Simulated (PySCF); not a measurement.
# What a change does: excited-state calculation on C3H9GaO

System: C3H9GaO, SMILES CCC[O][GaH2].
Method of run 1: TDDFT HF/def2-SVPD, vertical, gas phase, core orbitals frozen in the response (PySCF 2.14.0).

The geometry comes from this level: PBE0-D3(BJ)/def2-SVP. Text and figures count atoms from 1; the logs count them from 0 in places.

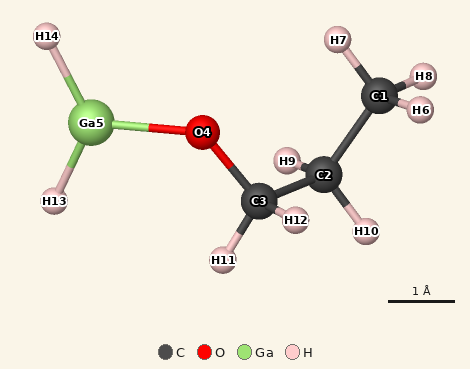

Fig. 1: The structure as given in the input (ball-and-stick view, seen at a tilt; atoms are numbered from 1 in the order of the input). Sticks mark near contacts.

## Input, run 1
```
{"job": {"kind": "uv", "xc": "HF", "basis": "def2-SVPD", "ip": true}, "charge": 0, "multiplicity": 1}
C     -1.727828     0.852276    -0.222682
C     -1.023300    -0.439075     0.157778
C      0.178333    -0.753924    -0.720412
O      1.124410     0.278082    -0.695345
Ga     2.658729     0.255748     0.216692
H     -2.137012     0.794844    -1.244391
H     -1.025626     1.698211    -0.196115
H     -2.562056     1.074243     0.459855
H     -0.682534    -0.387315     1.208058
H     -1.723901    -1.290574     0.103628
H      0.615936    -1.722294    -0.402423
H     -0.159911    -0.886790    -1.766169
H      2.986382    -1.074990     0.976377
H      3.466555     1.582609     0.110888
```

The first line tells a small driver script what to run in PySCF; the rest is the geometry in Å.

Command:
```bash
OMP_NUM_THREADS=1 python <driver script> task.json out
```

Hardware: 1 CPU thread, shared host.

## Output (run 1)
```
final grid: 106472 points
cycle   1  E = -2116.4739233903  dE = -5.527e-02  |g| = 6.451e-01  |ddm| = 4.383e+00
cycle   2  E = -2116.5446555689  dE = -7.073e-02  |g| = 4.361e-01  |ddm| = 1.315e+00
cycle   3  E = -2116.5792695217  dE = -3.461e-02  |g| = 7.121e-02  |ddm| = 5.584e-01
cycle   4  E = -2116.5808942070  dE = -1.625e-03  |g| = 1.349e-02  |ddm| = 1.454e-01
cycle   5  E = -2116.5809525439  dE = -5.834e-05  |g| = 3.332e-03  |ddm| = 2.877e-02
cycle   6  E = -2116.5809565337  dE = -3.990e-06  |g| = 6.696e-04  |ddm| = 9.251e-03
cycle   7  E = -2116.5809567588  dE = -2.251e-07  |g| = 1.890e-04  |ddm| = 2.498e-03
cycle   8  E = -2116.5809567745  dE = -1.562e-08  |g| = 7.479e-05  |ddm| = 6.035e-04
cycle   9  E = -2116.5809567761  dE = -1.641e-09  |g| = 1.791e-05  |ddm| = 1.618e-04
cycle  10  E = -2116.5809567762  dE = -1.510e-10  |g| = 5.309e-06  |ddm| = 5.921e-05
converged SCF energy = -2116.5809567762

Static polarisability (au): isotropic 65.116, principal 57.279 64.765 73.303

Singlet excitations
state   eV       nm        f      main configurations
  1   6.7708    183.1   0.00112   H-1->L 0.58, H-2->L 0.29
  2   7.6288    162.5   0.01753   H-2->L 0.56, H-1->L 0.21
  3   7.7514    160.0   0.06143   H->L 0.75
  4   8.7038    142.4   0.00699   H->L+2 0.43, H->L+1 0.11, H->L+3 0.08
  5   8.8676    139.8   0.04805   H-1->L+2 0.56
  6   9.1293    135.8   0.12302   H-1->L+1 0.48, H-2->L+1 0.16, H-2->L+2 0.14
  7   9.3681    132.3   0.22105   H-2->L+2 0.35, H-1->L+3 0.14, H-2->L+1 0.14
  8   9.6120    129.0   0.03700   H->L+1 0.38, H->L+3 0.10, H->L+5 0.09
  9   9.8008    126.5   0.19588   H-1->L+3 0.26, H-2->L+1 0.15, H-6->L 0.10
 10   9.8954    125.3   0.21109   H-6->L 0.20, H-4->L 0.11, H-2->L+3 0.10

Triplet excitations (Tamm-Dancoff, eV): 5.9980 6.8296 7.1210 7.3849
Vertical ionisation energy (delta-SCF) = 8.7244 eV
```

Run 2 used a changed input.

## The two runs side by side

| quantity | run 1 | run 2 |
| --- | --- | --- |
| outcome | converged | converged |
| total energy (hartree) | −2116.580957 | −2118.894115 |
| HOMO (eV) | −11.41 | −6.44 |
| LUMO (eV) | 1.39 | −2.04 |
| dipole moment (D) | 1.33 | 0.97 |
| lowest excitation (eV) | 6.77 | 4.54 |
| SCF iterations | 10 | 14 |
| strongest computed line (eV) | 9.37 | 4.88 |
| basis functions | 193 | 193 |
| wall time (shared host) | 63 s | 5.4 min |

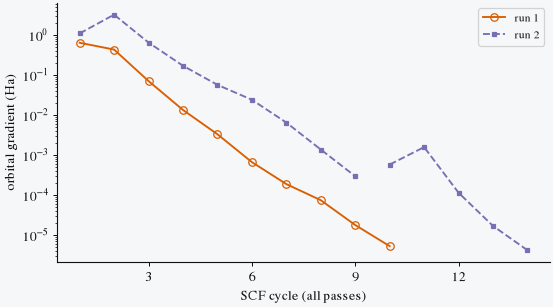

Fig. 2: Convergence of the two runs: orbital gradient against the SCF cycle. A break in a curve parts two SCF passes (coarse and final grid). Run 1 takes 10 cycles in all, and run 2 takes 14.

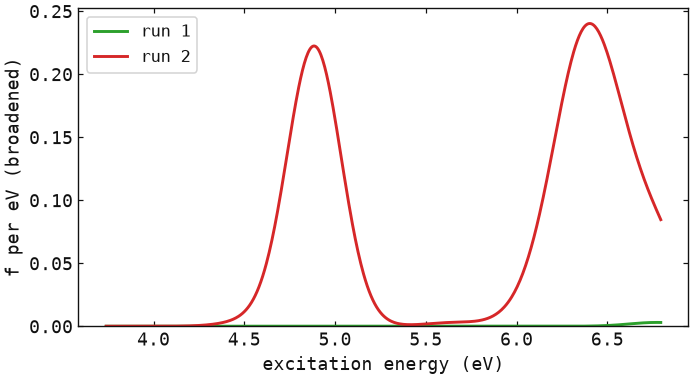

Fig. 3: Absorption of the two runs from their computed states, each broadened by a Gaussian of 0.35 eV full width; the range ends where the shorter list of states ends.

Which change of the input explains these differences?

The change (lines with − go, lines with + come):
```diff
-"xc": "HF"
+"xc": "PBE"
```

The total energies belong to different methods, so their difference says nothing on which is more stable or more accurate. The HOMO goes from −11.41 to −6.44 eV. The LUMO goes from 1.39 to −2.04 eV. The dipole moment goes from 1.33 to 0.97 D. The lowest excitation goes from 6.77 to 4.54 eV. The strongest computed line goes from 9.37 to 4.88 eV. The method changes from HF to PBE. Exact exchange removes part of the self-interaction error of semilocal functionals, which pushes filled and empty levels apart. The SCF takes 14 iterations against 10.

## Output (run 2)
```
coarse grid: 50384 points
cycle   1  E = -2118.6768681499  dE = -2.345e-01  |g| = 1.103e+00  |ddm| = 4.980e+00
cycle   2  E = -2116.0733485659  dE =  2.604e+00  |g| = 3.254e+00  |ddm| = 8.547e+00
cycle   3  E = -2118.8039731033  dE = -2.731e+00  |g| = 6.520e-01  |ddm| = 7.504e+00
cycle   4  E = -2118.8889656547  dE = -8.499e-02  |g| = 1.717e-01  |ddm| = 8.650e-01
cycle   5  E = -2118.8931330116  dE = -4.167e-03  |g| = 5.723e-02  |ddm| = 3.180e-01
cycle   6  E = -2118.8940480146  dE = -9.150e-04  |g| = 2.427e-02  |ddm| = 1.062e-01
cycle   7  E = -2118.8941701181  dE = -1.221e-04  |g| = 6.522e-03  |ddm| = 3.265e-02
cycle   8  E = -2118.8941802823  dE = -1.016e-05  |g| = 1.383e-03  |ddm| = 9.822e-03
cycle   9  E = -2118.8941807270  dE = -4.447e-07  |g| = 2.972e-04  |ddm| = 2.479e-03
final grid: 106472 points
cycle  10  E = -2118.8941151263  dE = -1.262e-07  |g| = 5.813e-04  |ddm| = 1.082e-02
cycle  11  E = -2118.8941146813  dE =  4.450e-07  |g| = 1.587e-03  |ddm| = 2.548e-03
cycle  12  E = -2118.8941151964  dE = -5.150e-07  |g| = 1.149e-04  |ddm| = 1.891e-03
cycle  13  E = -2118.8941152001  dE = -3.704e-09  |g| = 1.698e-05  |ddm| = 2.079e-04
cycle  14  E = -2118.8941152001  dE = -6.321e-11  |g| = 4.199e-06  |ddm| = 2.463e-05
converged SCF energy = -2118.8941152001

Static polarisability (au): isotropic 76.311, principal 63.608 73.770 91.553

Singlet excitations
state   eV       nm        f      main configurations
  1   4.5390    273.2   0.00144   H-1->L 0.92, H->L 0.08
  2   4.8844    253.8   0.08273   H->L 0.87
  3   5.6425    219.7   0.00102   H-2->L 0.98
  4   5.9522    208.3   0.00091   H-3->L 0.98
  5   6.1776    200.7   0.01389   H->L+1 0.93
  6   6.3505    195.2   0.04968   H-1->L+1 0.72, H-4->L 0.12, H-1->L+2 0.09
  7   6.3694    194.7   0.00911   H->L+2 0.99
  8   6.4653    191.8   0.01017   H-1->L+2 0.56, H-4->L 0.43
  9   6.5511    189.3   0.03206   H-4->L 0.41, H-1->L+2 0.32, H-1->L+1 0.15
 10   6.7940    182.5   0.02144   H-5->L 0.89

Triplet excitations (Tamm-Dancoff, eV): 4.1170 4.3509 5.2502 5.8543
Vertical ionisation energy (delta-SCF) = 9.5833 eV
Vertical electron affinity (delta-SCF) = -0.3061 eV
```

For both runs: Spin–orbit coupling is left out, which matters for the heavy atoms.
